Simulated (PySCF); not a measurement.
CH₈NP₂Si: EPR calculation

CH₈NP₂Si, multiplicity 2, SMILES C[N][SiH](P)P, computed with UKS B3LYP, pcH-1 on C H N P Si, non-relativistic, mean-field spin-orbit, GIAO (PySCF 2.14.0).

It belongs to a series of runs on one base structure; here: H removed from N.

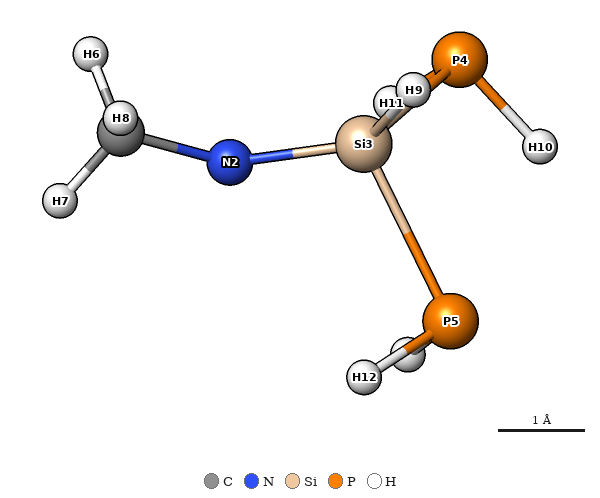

**Figure 1.** The input geometry (ball-and-stick view, seen at a tilt; atoms are numbered from 1 in the order of the input). Bond lengths as drawn: C–H 1.09 to 1.10 Å, C–N 1.42 Å, H–P 1.38 to 1.39 Å, H–Si 1.48 Å, N–Si 1.64 Å and P–Si 2.29 to 2.30 Å.

### The input
```
{"job": {"kind": "epr", "basis": "pcH-1"}, "charge": 0, "multiplicity": 2}
C      2.210809    -0.390431    -0.479043
N      0.800900    -0.285153    -0.374790
Si    -0.255008     0.184740     0.795082
P     -1.778774    -1.508581     1.067246
P     -1.638212     1.772981    -0.132881
H      2.510498    -1.427086    -0.291792
H      2.505911    -0.146540    -1.503307
H      2.757918     0.247862     0.219204
H     -0.034609     0.696224     2.161094
H     -2.892489    -0.740776     0.756735
H     -1.686887    -2.009033    -0.217827
H     -0.623613     2.515648    -0.706158
H     -1.880832     1.090632    -1.311291
```

The first line tells a small driver script what to run in PySCF; the rest is the geometry in Å.

Launch command:
```bash
OMP_NUM_THREADS=1 python <driver script> task.json out
```

### What the program printed
```
UKS, coarse grid
  cycle   1  E = -1069.77495393  |g| = 3.99e-01
  cycle   2  E = -1069.45294168  |g| = 8.63e-01
  cycle   3  E = -1069.85087759  |g| = 6.88e-02
  cycle   4  E = -1069.85307969  |g| = 5.99e-02
  cycle   5  E = -1069.85492667  |g| = 1.95e-02
  cycle   6  E = -1069.85521974  |g| = 8.15e-03
  cycle   7  E = -1069.85527974  |g| = 3.28e-03
  cycle   8  E = -1069.85528791  |g| = 4.57e-04
UKS, final grid
  cycle   1  E = -1069.85527496  |g| = 4.84e-04
  cycle   2  E = -1069.85527482  |g| = 7.90e-04
  cycle   3  E = -1069.85527510  |g| = 1.54e-04
  cycle   4  E = -1069.85527512  |g| = 4.70e-05
  cycle   5  E = -1069.85527513  |g| = 2.58e-05
E = -1069.85527513 Eh   <S^2> = 0.7582 (exact 0.7500)
g shifts (ppm)      1          2          3
  rmc          -204       -204       -204
  gc             -2         20         36
  oz_so         316       1796       6133
  total         110       1611       5965
hyperfine (MHz)  atom isotope    a_iso     a_fc   dipolar eigenvalues
    0   13C     -27.62     -27.67     -4.17      1.78      2.39
    1   14N      25.66      25.54    -34.90    -33.00     67.91
    2  29Si      71.09      71.23     -7.72     -1.75      9.47
    3   31P     -29.52     -29.08    -49.61    -43.67     93.28
    4   31P     -20.66     -19.99    -70.20    -64.43    134.63
    5    1H     164.61     164.60     -6.15     -2.80      8.95
    6    1H      55.24      55.22     -5.27     -3.85      9.11
    7    1H      24.11      24.10     -4.49     -3.78      8.27
    8    1H      -7.53      -7.53     -2.22     -1.53      3.75
    9    1H      -4.64      -4.66     -3.68      1.17      2.51
   10    1H       1.32       1.30     -3.70     -0.27      3.98
   11    1H      -6.67      -6.69     -5.02      0.61      4.40
   12    1H      -2.07      -2.09     -4.60      0.38      4.22
```

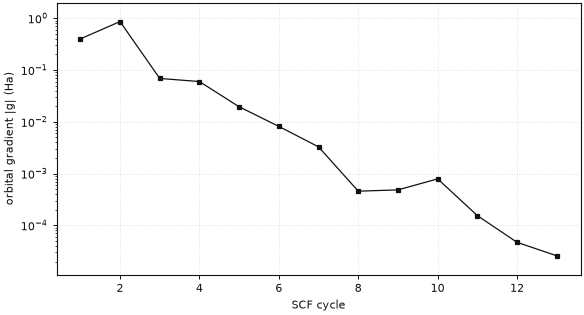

**Figure 2.** Convergence of the self-consistent field: orbital gradient |g| against the SCF cycle. All cycles printed in the log are drawn one after another.

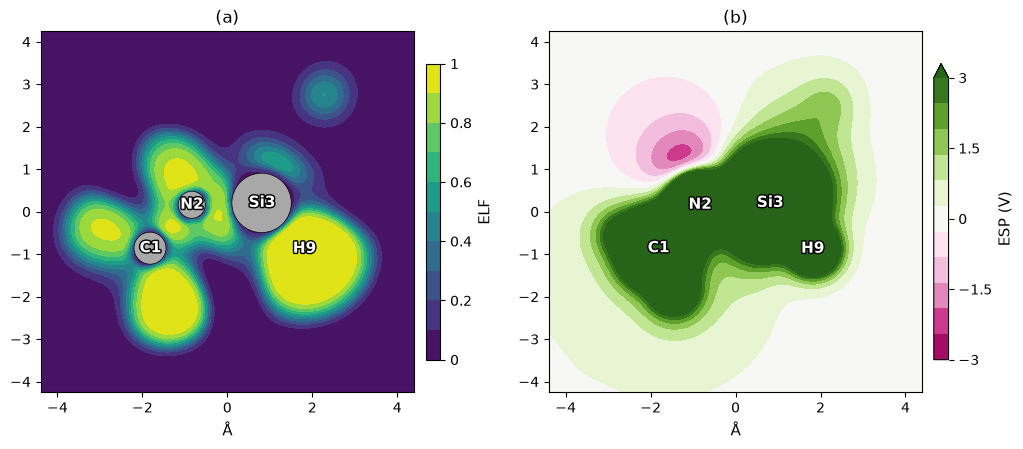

**Figure 3.** (a) electron localisation function; (b) molecular electrostatic potential on the plane of atoms N2, Si3 and H9. Grey discs, where drawn, cover atomic cores. Atoms in the plane: C, N, Si and H. C–N (1.42 Å): the ELF peaks at about 0.90 between the atoms (a shared electron pair). Si–H (1.48 Å): the ELF climbs to about 1 towards the hydrogen, as it does in any bond to H.

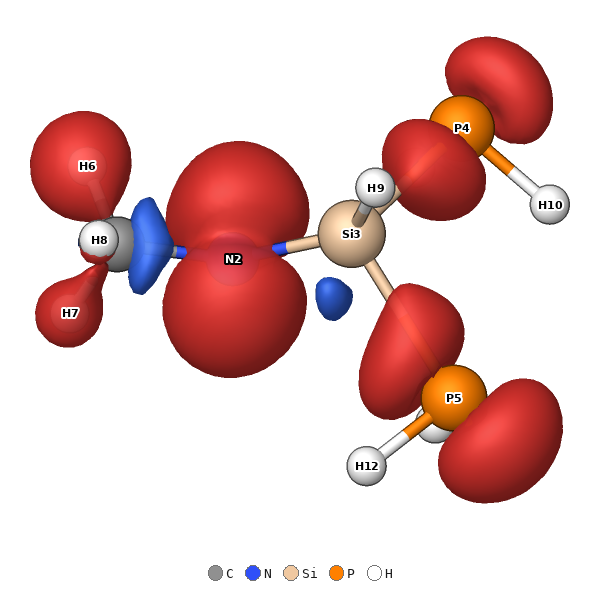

**Figure 4.** Isosurfaces of the spin density at +0.015 (red) and −0.015 e/Å³ (blue), seen at a tilt. The unpaired spin (1 electron) lies mostly on N2 (about 0.6), P5 (about 0.1) and P4 (about 0.1), in electrons by Hirshfeld's partition.

### Summary

- outcome: converged
- total energy: −1069.855275 hartree
- ⟨S²⟩: 0.758
- isotropic g: 2.0049
- hardware: 1 CPU thread, shared host
- wall time: 57 s
- peak memory: 0.79 GiB
